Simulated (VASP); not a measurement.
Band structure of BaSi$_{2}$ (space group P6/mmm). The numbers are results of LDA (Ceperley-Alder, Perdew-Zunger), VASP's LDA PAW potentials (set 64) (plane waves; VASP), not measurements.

Unless said otherwise, spin-orbit coupling is left out, though it shifts the bands of the heavy elements here.

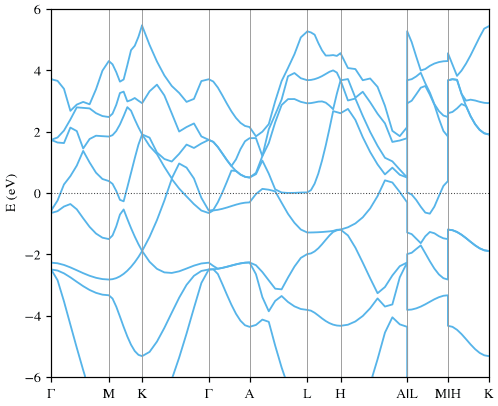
Figure. Bands along high-symmetry lines, zero at the valence-band maximum or, without a gap, the Fermi level

**Question.** Read the plot: is there a gap, and where are the band edges?

**Answer.** It has no gap at this level: it comes out as a metal or semimetal. (Edges off the drawn lines would not show.)

The structure comes from a computed database's BaSi2 entry (P6/mmm); how it stands against other phases isn't given here. It was relaxed first, which changed the volume by -5 %.
